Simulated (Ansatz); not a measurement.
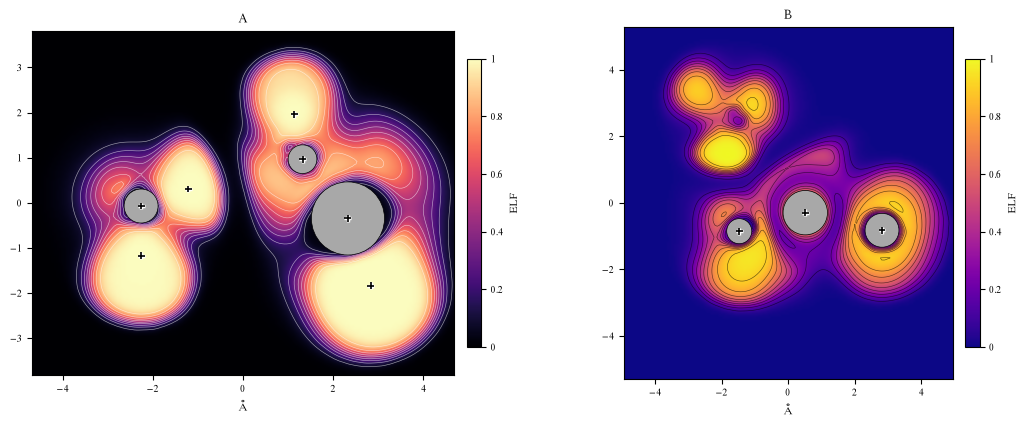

The electron localisation function of 2 systems, each on a plane through atoms (crosses mark nuclei in the plane; grey discs cover the cores).

All numbers below come from Ansatz 0.2.0, UKS PBE/def2-SVP.

System 1: AlH2N···CH4, the plane of atoms Al1, N3 and H9. 

| atom | x (Å) | y (Å) | z (Å) |
| --- | --- | --- | --- |
| Al | -2.0874 | -0.6503 | -1.6911 |
| C | 1.1358 | 0.6204 | 1.3266 |
| N | -0.4643 | -0.9719 | -1.6386 |
| H | 0.7260 | 0.1279 | 0.4224 |
| H | -3.5096 | -0.0869 | -1.3151 |
| H | 1.5995 | -0.1358 | 1.9881 |
| H | 1.8977 | 1.3678 | 1.0347 |
| H | 0.3191 | 1.1290 | 1.8741 |
| H | 0.3833 | -1.4003 | -2.0012 |

System 2: CH2ClIn···CH4, the plane of atoms C3, In1 and Cl5. Core potentials replace the inner electrons of In; not at a stationary point (largest force 0.8 eV/Å).

```xyz
10

In   -1.5104    0.4072   -1.1693
C     1.1292    0.4557    1.1089
C    -0.6925   -1.4805   -1.0239
H     0.7375   -0.3895    0.5423
Cl   -2.9910    1.9601   -2.1704
H     0.4122    0.7233    1.9096
H     2.1099    0.2182    1.5647
H     1.2506    1.3220    0.4284
H     0.4012   -1.3818   -1.2118
H    -0.8467   -1.8348    0.0216
```

> Which map belongs to which system?

Panel A is system 1, AlH2N···CH4: the plane holds Al, C, N and H. N3···H4 (2.62 Å): the ELF dips to about 0.05 between them: a weak contact between the two molecules. Panel B is system 2, CH2ClIn···CH4: the plane holds In, C and Cl. C–In (2.06 Å): the ELF peaks at about 0.75 in the valence shell of C, 0.7 Å from its nucleus, and is about 0.30 at the midpoint.
